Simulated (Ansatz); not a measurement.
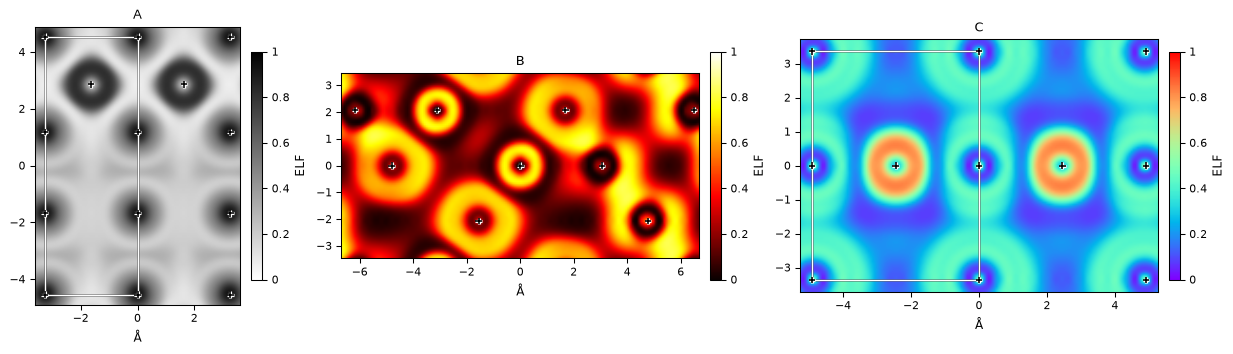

The ELF of 3 systems, each on a plane through atoms (crosses mark nuclei in the plane).

The calculation used Ansatz, DFT PBE, scalar-relativistic, plane waves, PAW.

System 1: Cd₃O, the (010) plane of the conventional cell. Space group Immm; a generated structure, not necessarily the stable one.

```xyz
8
Lattice="3.2697 0.0000 0.0000 0.0000 5.1807 0.0000 0.0000 0.0000 9.0898" Properties=species:S:1:pos:R:3 pbc="T T T"
Cd    0.0000    0.0000    1.6793
Cd    1.6349    2.5904    6.2242
Cd    0.0000    0.0000    7.4104
Cd    1.6349    2.5904    2.8655
Cd    0.0000    0.0000    4.5449
Cd    1.6349    2.5904    0.0000
O     1.6349    0.0000    0.0000
O     0.0000    2.5904    4.5449
```

System 2: Sc₂Al₃As₃, the (110) plane of the conventional cell. Space group P-3m1; a generated structure, not necessarily the stable one; changed on purpose from its base cell (volume × 0.88, shape and atoms relaxed); computed pressure about 12 GPa in this cell.

```cif
data_structure
_symmetry_space_group_name_H-M 'P 1'
_symmetry_Int_Tables_number 1
_cell_length_a 3.5985
_cell_length_b 3.5985
_cell_length_c 12.6693
_cell_angle_alpha 90.000
_cell_angle_beta 90.000
_cell_angle_gamma 120.000
_cell_volume 142.08
loop_
_atom_site_label
_atom_site_type_symbol
_atom_site_fract_x
_atom_site_fract_y
_atom_site_fract_z
_atom_site_occupancy
Sc1 Sc 0.33333 0.66667 0.12301 1
Sc2 Sc 0.66667 0.33333 0.87699 1
Al1 Al 0.66667 0.33333 0.63603 1
Al2 Al 0.00000 0.00000 0.50000 1
Al3 Al 0.33333 0.66667 0.36397 1
As1 As 0.66667 0.33333 0.25608 1
As2 As 0.33333 0.66667 0.74392 1
As3 As 0.00000 0.00000 0.00000 1
```

System 3: Bi₃O, the (101̄) plane of the conventional cell. Space group P4/mmm; a generated structure, not necessarily the stable one; computed without spin polarisation.

> Which map belongs to which system?

Panel A is system 1, Cd₃O: the plane holds Cd and O. Cd–O (2.34 Å): the ELF peaks at about 0.80 in the valence shell of O, 0.6 Å from its nucleus, and drops to about 0.10 between the two atoms; no shared electron pair shows on this line. Panel B is system 2, Sc₂Al₃As₃: the plane holds Sc, Al and As. Al–As (2.49 Å): the ELF peaks at about 0.80 between the atoms. Panel C is system 3, Bi₃O: the plane holds Bi and O. Bi–O (2.46 Å): the ELF is about 0.20 at the midpoint; no shared electron pair shows on this line.
